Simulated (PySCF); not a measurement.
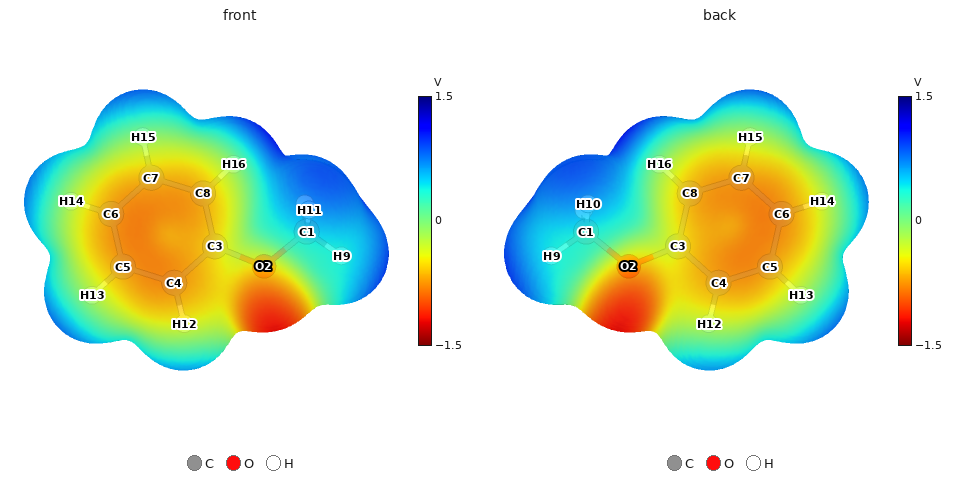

The picture shows: C₇H₈O (SMILES COc1ccccc1). The electrostatic potential painted on the density surface at 0.002 e/bohr³, seen from the front and from behind; red is negative and blue positive.

Geometry: GFN2-xTB.

Computed with PBE0/pcSseg-1, SCF density, gas phase, non-relativistic (PySCF).

Input

```
{"job": {"kind": "nmr", "xc": "PBE0", "basis": "pcSseg-1"}, "charge": 0, "multiplicity": 1}
C     -2.678492     0.143652    -0.211827
O     -1.599109    -0.563700    -0.770061
C     -0.339431    -0.285379    -0.328233
C      0.687188    -1.023631    -0.919261
C      1.997948    -0.819172    -0.543556
C      2.309965     0.124244     0.423673
C      1.294946     0.855890     1.009686
C     -0.026774     0.657904     0.643570
H     -3.570107    -0.240194    -0.705637
H     -2.759809    -0.030368     0.866376
H     -2.596483     1.219344    -0.400483
H      0.425908    -1.751910    -1.670964
H      2.781936    -1.399227    -1.007395
H      3.336319     0.285484     0.716525
H      1.525587     1.593415     1.764529
H     -0.797192     1.242590     1.121648
```

Command:

```sh
OMP_NUM_THREADS=1 python probes_run.py task.json out
```

### Describe the electrostatic potential map.

The most negative region (about −1.2 V) lies over O2, the most positive (about +1.0 V) over C1 and H16. O2 is the likeliest acceptor of a hydrogen bond.
